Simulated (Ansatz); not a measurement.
# What CaTiSe3 (model cell, started as cubic perovskite with Ti in the octahedra) distorts into

Which phase does CaTiSe3 (model cell, started as cubic perovskite with Ti in the octahedra) fall into along its unstable mode, and how much energy does it gain?

Calculated with Ansatz 0.2.0; DFT PBEsol, scalar-relativistic, plane waves, PAW; PAW set soft_1.

The structure was built from a prototype and need not be the compound's stable phase.

## Step 1: The structure

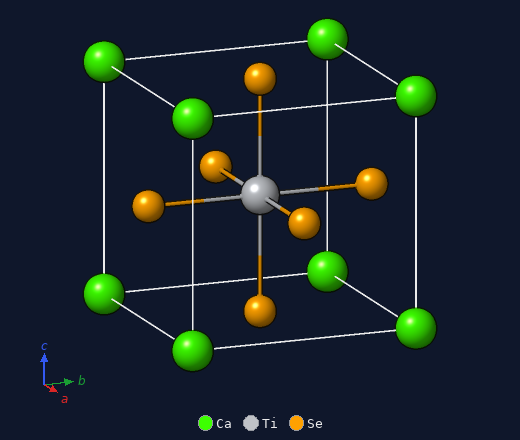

The starting structure, seen slightly off an axis (calcium green, titanium light grey, selenium orange). Some periodic images of atoms are drawn too.

## Step 2: Phonons on a q mesh

The cell comes from relaxations at this level that are not shown. Stability and thermal properties need the whole zone. Linear response on a 2×2×2 q mesh gives force constants as far as a supercell of that size would.

input.yaml reads:

```yaml
crystal:
  lattice:
    - [4.9205037157, 0.0, 0.0]
    - [0.0, 4.9205037157, 0.0]
    - [0.0, 0.0, 4.9205037157]
  atoms:
    - { symbol: Ca, position: [0.0, 0.0, 0.0] }
    - { symbol: Ti, position: [0.5, 0.5, 0.5] }
    - { symbol: Se, position: [0.5, 0.5, 0.0] }
    - { symbol: Se, position: [0.5, 0.0, 0.5] }
    - { symbol: Se, position: [0.0, 0.5, 0.5] }
kpoints:
  mp_grid: { grid: [8, 8, 8] }
hamiltonian:
  xc: pbesol
  pseudopotentials: { kind: paw, azcp: { folder: soft_1 }, xc_functional: pbe }
scf:
  occupations: { method: methfessel_paxton, width: 0.2 }
output:
  eigenvalues: true
phonons:
  method: dfpt
  qmesh: [2, 2, 2]
  temperatures: { t_max: 1000, t_step: 50 }
  qpath:
    path:
      - [[0.0, 0.0, 0.0], [0.0, 0.5, 0.0], [0.5, 0.5, 0.0], [0.0, 0.0, 0.0], [0.5, 0.5, 0.5], [0.0, 0.5, 0.0]]
      - [[0.5, 0.5, 0.5], [0.5, 0.5, 0.0]]
    npoints: 10
```

Command:

```console
$ ansatz run input.yaml --threads 4 --pin off --max-ram 16384MiB --backend cpu --events-out ev --progress --plain --runs-dir out
```

Numbers of over 12 decimals in the logs are rounded to 6 here.

Output:

```text
Engine: ansatz 0.2.0, aarch64-unknown-linux-gnu
Pseudopotentials: kind: paw
Pseudopotential: Ca, paw, valence charge 10, recommended cutoff 420 eV (normal), soft_1/Ca.paw.azcp
Pseudopotential: Ti, paw, valence charge 12, recommended cutoff 420 eV (normal), soft_1/Ti.paw.azcp
Pseudopotential: Se, paw, valence charge 16, recommended cutoff 420 eV (normal), soft_1/Se.paw.azcp
Functional definition: PBEsol
  exchange = pbesol_x
  correlation = pbesol_c
Crystal: 5 atoms, lattice volume = 119.132 Å³
Basis set: ecut = 420 eV, 2325 PW (Γ), exchange–correlation on 72×72×72 points (8 copies of the dense FFT grid, shifted against one another)
Bands: 42, of which v1, the nominal top of the filled ones, is band 35 counted from 1 (34 counted from 0)
Symmetry: 48 space group operations
k-points: 35 of 512
Non-local potential: Ca, projectors of the file, l = 0: 3, l = 1: 2, l = 2: 2
Non-local potential: Ti, projectors of the file, l = 0: 3, l = 1: 2, l = 2: 3, l = 3: 1
Non-local potential: Se, projectors of the file, l = 0: 2, l = 1: 2, l = 2: 3, l = 3: 1
PAW form: soft (Blöchl's): semilocal exchange-correlation on the pseudo side does not see the compensation charge
PAW frozen core: Ca, regenerated for the run's functional, and the local potential with it (the file was generated under x = pbe(κ = 0.804, μ = 0.219515), c = pbe(β = 0.066725))
PAW frozen core: Ti, regenerated for the run's functional, and the local potential with it (the file was generated under x = pbe(κ = 0.804, μ = 0.219515), c = pbe(β = 0.066725))
PAW frozen core: Se, regenerated for the run's functional, and the local potential with it (the file was generated under x = pbe(κ = 0.804, μ = 0.219515), c = pbe(β = 0.066725))
PAW one-centre angular grid: Ca, 110 points (default); XC on 64 Gauss nodes
PAW one-centre angular grid: Ti, 590 points (default); XC on 64 Gauss nodes
PAW one-centre angular grid: Se, 590 points (default); XC on 64 Gauss nodes
Initial density: superposition of atomic densities (chi_scale 0.1, normalization cell, long waves kept (reshape's long-wave potential 0.00 eV rms))
Initial wavefunctions: pseudopotential atomic-orbital guess
Functional: x = pbesol(κ = 0.804, μ = 0.123457), c = pbesol(β = 0.046)
SCF iter   1: F=—  HF=-20548.852569 eV  |F-HF|=—  |Δ(HF+E_count)|=         —  Δρ=1.06e-1  dr2=2.61e1  ethr=3.10e-3  ⟨swp⟩=6.9  Hψ=5603  notcnv=0
preconditioner: auto → Kerker (q_TF=auto, 2.497 Å⁻¹)  [metal: Δε(μ)=0.059 eV  Ē_g=6.186 eV  σ=0.200 eV  W_gap=0.25  n_scr=26 (ndim 8)  ℏωp=16.7 eV  f_vac=0.000  D(μ)=3.87/eV (n_scr^D=26)]
SCF iter   2: F=—  HF=-20546.801212 eV  |F-HF|=—  |Δ(HF+E_count)|=    2.05e0  S|Δr|=    0.00e0  Δρ=5.34e-2  dr2=7.10e0  ethr=3.10e-3  ⟨swp⟩=3.0  Hψ=2600  notcnv=0  defer=3
SCF iter   3: F=—  HF=-20546.045561 eV  |F-HF|=—  |Δ(HF+E_count)|=   7.56e-1  S|Δr|=    0.00e0  Δρ=8.66e-3  dr2=1.38e-1  ethr=3.10e-3  ⟨swp⟩=3.3  Hψ=2263  notcnv=0  defer=3
SCF iter   4: F=—  HF=-20546.032940 eV  |F-HF|=—  |Δ(HF+E_count)|=   1.26e-2  S|Δr|=    0.00e0  Δρ=3.33e-3  dr2=1.63e-2  ethr=1.97e-4  ⟨swp⟩=2.1  Hψ=3061  notcnv=0  defer=14
SCF iter   5: F=—  HF=-20546.032086 eV  |F-HF|=—  |Δ(HF+E_count)|=   8.54e-4  S|Δr|=    0.00e0  Δρ=1.18e-3  dr2=2.32e-3  ethr=2.33e-5  ⟨swp⟩=2.0  Hψ=2632  notcnv=0  defer=14
SCF iter   6: F=—  HF=-20546.032170 eV  |F-HF|=—  |Δ(HF+E_count)|=   8.40e-5  S|Δr|=    0.00e0  Δρ=5.09e-4  dr2=4.70e-4  ethr=3.31e-6  ⟨swp⟩=2.0  Hψ=2101  notcnv=0  defer=14
SCF iter   7: F=—  HF=-20546.032246 eV  |F-HF|=—  |Δ(HF+E_count)|=   7.62e-5  S|Δr|=    0.00e0  Δρ=1.29e-4  dr2=4.01e-5  ethr=6.71e-7  ⟨swp⟩=2.0  Hψ=1863  notcnv=0  defer=14
SCF iter   8: F=—  HF=-20546.032248 eV  |F-HF|=—  |Δ(HF+E_count)|=   1.76e-6  S|Δr|=    0.00e0  Δρ=5.23e-5  dr2=6.04e-6  ethr=5.72e-8  ⟨swp⟩=2.1  Hψ=1721  notcnv=0  defer=14
SCF iter   9: F=—  HF=-20546.032245 eV  |F-HF|=—  |Δ(HF+E_count)|=   2.54e-6  S|Δr|=    0.00e0  Δρ=1.09e-5  dr2=2.75e-7  ethr=8.62e-9  ⟨swp⟩=2.0  Hψ=2039  notcnv=0  defer=14
SCF iter  10: F=—  HF=-20546.032245 eV  |F-HF|=—  |Δ(HF+E_count)|=   3.96e-8  S|Δr|=    0.00e0  Δρ=3.44e-6  dr2=2.47e-8  ethr=3.92e-10  ⟨swp⟩=2.0  Hψ=2628  notcnv=0  defer=16
SCF iter  11: F=—  HF=-20546.032245 eV  |F-HF|=—  |Δ(HF+E_count)|=   2.06e-9  S|Δr|=    0.00e0  Δρ=1.04e-6  dr2=2.67e-9  ethr=3.52e-11  ⟨swp⟩=3.0  Hψ=2775  notcnv=0  defer=16
SCF iter  12: F=—  HF=-20546.032245 eV  |F-HF|=—  |Δ(HF+E_count)|=  8.73e-11  S|Δr|=    0.00e0  Δρ=3.13e-7  dr2=1.60e-10  ethr=3.81e-12  ⟨swp⟩=2.1  Hψ=1815  notcnv=0  defer=16
SCF iter  13: F=—  HF=-20546.032245 eV  |F-HF|=—  |Δ(HF+E_count)|=  3.27e-11  S|Δr|=    0.00e0  Δρ=1.08e-7  dr2=1.84e-11  ethr=1.00e-12  ⟨swp⟩=1.2  Hψ=1515  notcnv=0  defer=16
SCF iter  14: F=-20546.032245 eV  HF=-20546.032245 eV  |F-HF|=3.64e-12  |Δ(HF+E_count)|=  7.28e-12  S|Δr|=    0.00e0  Δρ=1.85e-8  dr2=4.29e-13  ethr=1.00e-12  ⟨swp⟩=8.8  Hψ=7305  notcnv=0
SCF 1 converged in 14 iterations: F = -20546.032245 eV  dr2 = 4.29e-13
  greatest PAW one-centre occupation: 1.000 electrons in one spin orbital (limit 2), on the Se atom at site 3 (counted from 0), in its partial waves of l = 2
Initial density: read from a saved state, or passed on in memory by an earlier SCF of this step, an earlier step, the calling program or the single point that the run made first
iter 1 solved again at ethr=1.80e-7 eV; its pass at ethr=3.10e-3 eV (dr2=1.26e-4 eV) is discarded
SCF iter   1: F=—  HF=-20546.032246 eV  |F-HF|=—  |Δ(HF+E_count)|=         —  Δρ=2.69e-7  dr2=4.54e-11  ethr=1.80e-7  ⟨swp⟩=3.2  Hψ=9330  notcnv=0
eigensolver tolerance schedule: the retry pair's looser diagonalisation over-reported the residual by 2773667.85 of it (diagonalisation noise at an unbounded share of the residual, at the tolerance the schedule requests for it); recorded, not acted on — ethr = c·dr2/N_el stays at c = 1.0e-1
preconditioner: auto → LDOS  [metal: Δε(μ)=0.102 eV  Ē_g=7.233 eV  σ=0.200 eV  W_gap=0.41  n_scr=26 (ndim 8)  ℏωp=16.7 eV  f_vac=0.012  D(μ)=2.28/eV (n_scr^D=18)  β→1.0]
SCF iter   2: F=—  HF=-20546.032245 eV  |F-HF|=—  |Δ(HF+E_count)|=   9.21e-7  S|Δr|=    0.00e0  Δρ=3.41e-7  dr2=8.90e-11  ethr=1.00e-12  ⟨swp⟩=3.7  Hψ=4156  notcnv=0
SCF iter   3: F=—  HF=-20546.032245 eV  |F-HF|=—  |Δ(HF+E_count)|=  5.09e-11  S|Δr|=    0.00e0  Δρ=1.56e-7  dr2=1.55e-11  ethr=1.00e-12  ⟨swp⟩=1.0  Hψ=1470  notcnv=0
SCF iter   4: F=-20546.032245 eV  HF=-20546.032245 eV  |F-HF|=3.64e-12  |Δ(HF+E_count)|=  3.64e-12  S|Δr|=    0.00e0  Δρ=1.06e-7  dr2=6.72e-12  ethr=1.00e-12  ⟨swp⟩=3.3  Hψ=3224  notcnv=0
SCF 2 converged in 4 iterations: F = -20546.032245 eV  dr2 = 6.72e-12
  greatest PAW one-centre occupation: 1.000 electrons in one spin orbital (limit 2), on the Se atom at site 2 (counted from 0), in its partial waves of l = 2
phonons: the bands overlap, so this run is a metal and interpolates without the dipole-dipole term. If the crystal is really an insulator or semiconductor, its LO-TO splitting is missing
NSCF: frozen V_eff on 35 k-points
NSCF: frozen V_eff on 125 k-points
DFPT response loops at q = (0, 0, 0) (fractional): preconditioner auto → Kerker (q_TF=auto, 2.497 Å⁻¹) (partly filled bands, converged f_vac=0.012); β = 1.00, the filter's whole step (`scf.mixing.beta` (0.50) is not read by the response loops under this deck's `scf.mixing.preconditioner`; to damp them name `kerker` or `kerker_dos`, under which they read `scf.mixing.beta`, and type it under 1.00, their step now; both keys bind the ground state too); Broyden in place of MSR1
NSCF: frozen V_eff on 250 k-points
DFPT response loops at q = (0, 0, -0.5) (fractional): mixed as the last ones told, above
NSCF: frozen V_eff on 250 k-points
DFPT response loops at q = (0, -0.5, -0.5) (fractional): mixed as the last ones told, above
NSCF: frozen V_eff on 250 k-points
DFPT response loops at q = (-0.5, -0.5, -0.5) (fractional): mixed as the last ones told, above
SCF converged after 14 iterations
Stability not checked: this state was not tested for a lower state beside it, because cold or Methfessel-Paxton smearing, or corrected tetrahedra, fill the levels in a way that the test cannot read (fill_not_monotonic; see scf.lower_state_search)
Free energy (F): -20546.032245 eV
Harris-Foulkes:  -20546.032245 eV  (|F-HF|=3.64e-12)
Internal energy: -20546.032627 eV  (E = F + TS)
E sigma→0 (E₀):  -20546.032341 eV
Entropy (-TS):   0.000382 eV (0.076 meV/atom)
Fermi energy:    8.852161 eV
Step filling:    the computed levels leave a gap of 0.0225 eV = 0.1 smearing widths at the electron count; against every level under it full and every level over it empty, smearing changes F+E_penalty+E_count by +2.624 meV and its σ→0 estimate by +2.528 meV
--- Per-component energies (eV) ---
  E_band       = -1474.259303
  E_kinetic    = 867.825111
  E_local      = -10196.540249  (includes V_loc(G=0)·N_el)
  E_nonlocal   = -907.400703
  E_hartree    = 5074.779067
  E_xc         = -497.133073
  E_vxc        = -576.008444  (∫ρ·V_xc dr)
  E_paw        = -8118.587036  (= ΣΔE_a)
  E_vpaw       = -811.692027  (= ΣTr[D̂ρ^β])
  E_aug_tail   = -0.001177  (compensation charges beyond the density's cutoff)
  E_ewald      = -6772.258102
  E_core_change = 3.283534  (= ΣΔE_core)
  E_smearing   = 0.000382  (= −TS)
  E_closure    = 0.000000  (closes the sum)
  Σ components = -20546.032245   (vs F -20546.032245, Δ=0.00e0)
--- Band table (eV; the first three rows and the last of 35) ---
  k-point 0: bands = [... 31 lower, 7.4615, 8.3525, 8.3525, 8.3525, 8.4259, 8.4259, 8.4259, 9.7084, ... 3 higher]
  k-point 1: bands = [... 31 lower, 7.2760, 7.7641, 8.1581, 8.1581, 8.3670, 8.9785, 8.9785, 9.7554, ... 3 higher]
  k-point 2: bands = [... 31 lower, 6.7465, 6.9140, 8.0775, 8.0775, 8.4028, 9.6191, 9.6191, 9.8121, ... 3 higher]
  k-point 34: bands = [... 31 lower, 5.1082, 9.0991, 9.0991, 9.0991, 10.1272, 10.1605, 10.1605, 10.1605, ... 3 higher]
--- Phonons (Γ-DFPT): 4 representative perturbations + reference (Σ response iterations 13) ---
  ASR residual: 3.054e-5 → 0.000e0 eV/Å²; symmetrization residual: 1.033e-5 eV/Å²
  ASR residual per site (eV/Å²): 3.05e-5 1.55e-5 7.94e-6 7.94e-6 7.94e-6
  Γ frequencies (cm⁻¹): -96.72 -96.72 -96.72 -57.43 -57.43 -57.43 -45.76 -45.76 -45.76 0.00 0.00 0.00 260.03 260.03 260.03
--- Phonons (arbitrary-q DFPT): 4 irreducible q on the 2×2×2 mesh ---
  q = [0.0000, 0.0000, 0.0000] (star 1, of the zone-centre solve; hermiticity 1.66e-6, symmetrization 6.13e-12): -96.72 -96.72 -96.72 -57.43 -57.43 -57.43 -45.76 -45.76 -45.76 -0.00 -0.00 0.00 260.03 260.03 260.03
  q = [0.0000, 0.0000, -0.5000] (star 3, 9 solved perturbations in 975 linear systems a pass and spin channel, the states on 125 of 512 k-point pairs; hermiticity 9.67e-7, symmetrization 2.54e-12): -87.32 -87.32 -54.95 -54.95 -45.02 -40.60 -40.60 -9.67 69.94 69.94 81.86 240.64 248.51 258.63 258.63
  q = [0.0000, -0.5000, -0.5000] (star 3, 9 solved perturbations in 975 linear systems a pass and spin channel, the states on 125 of 512 k-point pairs; hermiticity 1.08e-6, symmetrization 5.55e-13): -101.09 -91.02 -91.02 -68.10 -61.60 62.17 62.17 63.80 63.80 120.44 143.41 243.41 243.41 257.97 265.16
  q = [-0.5000, -0.5000, -0.5000] (star 1, 4 solved perturbations in 350 linear systems a pass and spin channel, the states on 125 of 512 k-point pairs; hermiticity 2.67e-7, symmetrization 2.92e-12): -103.76 -103.76 -103.76 -88.73 -88.73 -88.73 73.10 73.10 115.40 115.40 115.40 243.57 243.57 243.57 279.80
  sum rule: each row above includes the acoustic sum rule's correction from the zone centre's row sums; it moved no ω² by more than (0.46 cm⁻¹)²
  mesh force constants: q→R imaginary residual 4.11e-18; ASR residual 3.054e-5 → 0.000e0 eV/Å²; symmetrization residual 8.882e-15 eV/Å²
  interpolated dispersion: 62 rows × 15 modes
  density of states and harmonic sums: on the 14×14×14 q-mesh, interpolated from the force constants of a 2×2×2 supercell (no non-analytic term)
  largest difference from the sums on the solved wave vectors: F 2.33e-1 eV, S 3.19e-4 and C_V 8.71e-5 eV/K
  zero-point energy: 0.084999 eV/cell   skipped modes (ω ≤ 0): 749, of them read as no rigid motion or as one in doubt: 746 (6.116e0 modes/cell left out, lowest -103.76 cm⁻¹)   left out of the sums: 4.08e-1 of the cell's modes: C_V's classical limit lies that fraction below 3 k_B per atom; for a crystal, a wire or a layer, F and S can be off by more, and a phonons.interpolated_qmesh denser along its periods is the remedy for the sampling
```

Wall time 7.6 min (4 threads of Arm Neoverse V1, shared host); peak memory 1.9 GiB; 30 min of CPU time.

Numbers from this step:

```
volume per atom                                         : 23.83 Å³
gap on the k-mesh                                       : 0 eV
sum-rule residual before enforcement                    : 3.05e-5 eV/Å²
lowest frequency on the path                            : -103.8 cm⁻¹
point group                                             : m-3m
highest frequency on the path or at a solved wavevector : 288.5 cm⁻¹
highest optical mode at the zone centre (no LO-TO term) : 260.0 cm⁻¹
lowest optical zone-centre mode                         : -96.72 cm⁻¹
lowest mode on the q mesh (acoustic modes at Γ apart)   : -103.8 cm⁻¹
```

Frequencies (cm⁻¹) solved at each irreducible wavevector; negative means imaginary. Frequencies by wavevector, by row:

| q in reciprocal lattice units | star | mode 1 | mode 2 | mode 3 | mode 4 | mode 13 | mode 14 | mode 15 |
| --- | --- | --- | --- | --- | --- | --- | --- | --- |
| 0 0 0 | 1 | -96.7 | -96.7 | -96.7 | -57.4 | 260 | 260 | 260 |
| 0 0 -0.5 | 3 | -87.3 | -87.3 | -55 | -55 | 248.5 | 258.6 | 258.6 |
| 0 -0.5 -0.5 | 3 | -101.1 | -91 | -91 | -68.1 | 243.4 | 258 | 265.2 |
| -0.5 -0.5 -0.5 | 1 | -103.8 | -103.8 | -103.8 | -88.7 | 243.6 | 243.6 | 279.8 |

Interpolated from a 2×2×2 q mesh. Phonon branches along the path, in cm⁻¹:

| point | branch 1 | branch 2 | branch 3 | branch 4 | branch 12 | branch 13 | branch 14 | branch 15 |
| --- | --- | --- | --- | --- | --- | --- | --- | --- |
| Γ | -97 | -97 | -97 | -57 | 0 | 260 | 260 | 260 |
| X | -87 | -87 | -55 | -55 | 241 | 248 | 259 | 259 |
| M | -101 | -91 | -91 | -68 | 243 | 243 | 258 | 265 |
| Γ | -97 | -97 | -97 | -57 | 0 | 260 | 260 | 260 |
| R | -104 | -104 | -104 | -89 | 244 | 244 | 244 | 280 |
| X | -87 | -87 | -55 | -55 | 241 | 248 | 259 | 259 |
| jump to R | -104 | -104 | -104 | -89 | 244 | 244 | 244 | 280 |
| M | -101 | -91 | -91 | -68 | 243 | 243 | 258 | 265 |

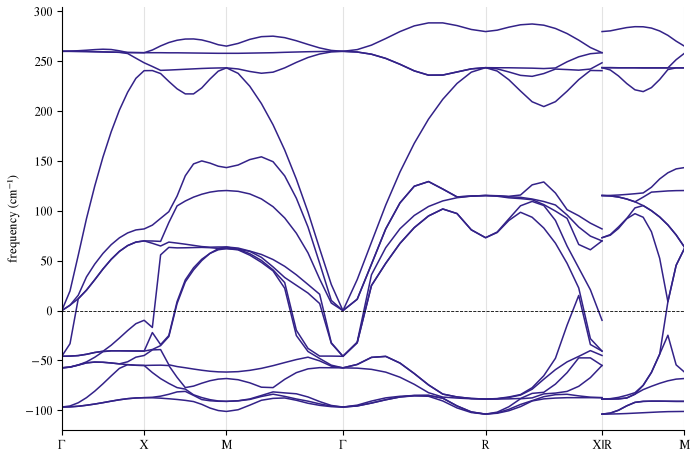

Phonon branches along the path.

Symmetry leaves 4 wavevectors to solve. The lowest mode among them, the acoustic zeros apart, lies at q = (-0.5, -0.5, -0.5) and is imaginary, 103.8i cm⁻¹, so the energy falls along it.

## Step 3: The mode frozen in, largest atomic shift 0 Å

The mode followed lies at q = (-0.5, -0.5, -0.5) with frequency 103.8i cm⁻¹ and is 3-fold degenerate, the softest among the wavevectors solved. At small amplitude the distorted cell has space group no. 167 by a symmetry search on the positions. The undistorted cell that holds it gives the zero of energy on the same k mesh.

System of this step: CaTiSe3 (model cell, started as cubic perovskite with Ti in the octahedra). Symmetry: Pm-3m, No. 221, cubic system. The conventional cell has a = 4.921 Å, b = 4.921 Å, c = 4.921 Å, α = 90.00°, β = 90.00°, γ = 90.00°. Nearest to Ca lie 12 Se at 3.48 Å. Ti has 6 Se at 2.46 Å nearest. Nearest to Se lie 2 Ti at 2.46 Å and 4 Ca at 3.48 Å. Farther neighbours and most contacts between anions are not listed.

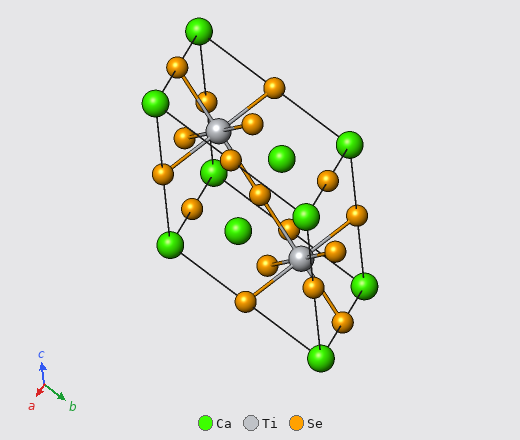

The cell of this step (calcium green, titanium light grey, selenium orange). Some periodic images of atoms are drawn too.

input.yaml, the sections that differ from step 2:

```yaml
crystal:
  lattice:
    - [4.9205037157, 4.9205037157, 0.0]
    - [4.9205037157, 0.0, 4.9205037157]
    - [4.9205037157, 0.0, -4.9205037157]
  atoms:
    - { symbol: Ca, position: [0.0, 0.0, 0.0] }
    - { symbol: Ca, position: [0.0, 0.5, 0.5] }
    - { symbol: Ti, position: [0.5, 0.25, 0.75] }
    - { symbol: Ti, position: [0.5, 0.75, 0.25] }
    - { symbol: Se, position: [0.5, 0.0, 0.0] }
    - { symbol: Se, position: [0.5, 0.5, 0.5] }
    - { symbol: Se, position: [0.0, 0.5, 0.0] }
    - { symbol: Se, position: [0.0, 0.0, 0.5] }
    - { symbol: Se, position: [0.5, 0.0, 0.5] }
    - { symbol: Se, position: [0.5, 0.5, 0.0] }
output:
  forces: true
  stress: true
  eigenvalues: true
# kpoints, hamiltonian, scf: as in step 2
# phonons: removed
```

Output:

```text
[...]
Crystal: 10 atoms, lattice volume = 238.264 Å³
Basis set: ecut = 420 eV, 4645 PW (Γ), exchange–correlation on 96×96×96 points (8 copies of the dense FFT grid, shifted against one another)
Bands: 84, of which v1, the nominal top of the filled ones, is band 70 counted from 1 (69 counted from 0)
Symmetry: 96 space group operations
[...]
k-points: 29 of 512
[...]
k-point 0: bands = [... 66 lower, 8.3867, 8.4255, 8.4255, 8.4255, 9.0907, 9.0907, 9.0907, 9.7446, ... 10 higher]
  k-point 1: bands = [... 66 lower, 8.1844, 8.7132, 8.7132, 8.7247, 8.8803, 8.8803, 9.0058, 9.9571, ... 10 higher]
  k-point 2: bands = [... 66 lower, 7.9027, 8.4321, 8.4321, 8.7789, 8.9445, 9.0674, 9.0674, 9.8854, ... 10 higher]
  k-point 28: bands = [... 66 lower, 6.9589, 6.9589, 7.9460, 7.9460, 9.5901, 9.5901, 9.9966, 9.9966, ... 10 higher]
[key lines of the parts left out:]
SCF converged after 10 iterations
Free energy (F): -41092.077784 eV
Fermi energy:    8.827462 eV
P = ⅓ Tr σ = -0.0658 GPa (-0.658 kbar)
```

Run time: 12 s. Hardware: 4 threads; peak memory 1 GiB.

This step gave:

- pressure: -0.06582 GPa
- energy from the undistorted cell: 0 meV/atom

The run ends at a pressure of -0.07 GPa.

## Step 4: The mode frozen in, largest atomic shift 0.6 Å

The atoms are moved along the unstable eigenvector, the largest shift by 0.6 Å, with the cell fixed.

input.yaml, the sections that differ from step 3:

```yaml
crystal:
  lattice:
    - [4.9205037157, 4.9205037157, 0.0]
    - [4.9205037157, 0.0, 4.9205037157]
    - [4.9205037157, 0.0, -4.9205037157]
  atoms:
    - { symbol: Ca, position: [0.0, 0.0, 0.0] }
    - { symbol: Ca, position: [0.0, 0.5, 0.5] }
    - { symbol: Ti, position: [0.5, 0.25, 0.75] }
    - { symbol: Ti, position: [0.5, 0.75, 0.25] }
    - { symbol: Se, position: [0.4137762934, 0.0, 0.0] }
    - { symbol: Se, position: [0.5862237066, 0.5, 0.5] }
    - { symbol: Se, position: [0.0, 0.5862237066, 0.0] }
    - { symbol: Se, position: [0.0, -0.0862237066, 0.5] }
    - { symbol: Se, position: [0.4137762934, 0.0862237066, 0.5] }
    - { symbol: Se, position: [0.5862237066, 0.4137762934, 0.0] }
# kpoints, hamiltonian, scf, output: as in step 3
```

Output:

```text
[...]
Crystal: 10 atoms, lattice volume = 238.264 Å³
Basis set: ecut = 420 eV, 4645 PW (Γ), exchange–correlation on 96×96×96 points (8 copies of the dense FFT grid, shifted against one another)
Bands: 84, of which v1, the nominal top of the filled ones, is band 70 counted from 1 (69 counted from 0)
Symmetry: 12 space group operations
[...]
k-points: 65 of 512
[...]
k-point 0: bands = [... 66 lower, 7.5266, 7.9039, 7.9039, 8.3076, 8.3076, 8.3485, 8.4507, 9.2682, ... 10 higher]
  k-point 1: bands = [... 66 lower, 7.4184, 7.8797, 7.8797, 7.8934, 8.5629, 8.5629, 8.6139, 9.3390, ... 10 higher]
  k-point 2: bands = [... 66 lower, 7.2428, 7.2428, 7.7654, 7.7654, 8.7571, 8.9046, 8.9046, 9.4512, ... 10 higher]
  k-point 64: bands = [... 66 lower, 6.7667, 7.0308, 7.6649, 7.7043, 8.7387, 9.0354, 9.1870, 9.4904, ... 10 higher]
[key lines of the parts left out:]
SCF converged after 10 iterations
Free energy (F): -41093.673835 eV
Fermi energy:    8.234010 eV
P = ⅓ Tr σ = -1.9093 GPa (-19.093 kbar)
```

Elapsed: 28 s, on 4 threads; peak memory 1.3 GiB.

Numbers from this step:

```
pressure                         : -1.909 GPa
energy from the undistorted cell : -159.9 meV/atom
```

The energy, extrapolated to zero smearing, is -159.88 meV/atom against the undistorted cell.

The run ends at a pressure of -1.91 GPa, with forces up to 0.12 eV/Å.

(Continued in part 2 of 3.)

[Logs are printed without paths, hosts, clocks, repeated set-up lines and the standing remarks that a program may print on its own settings, such as how far it seeks lower states.]

[Hosts, paths, dates, database ids (printed as entryN), source tags and the programs' standing remarks are cut or masked in the printed files.]
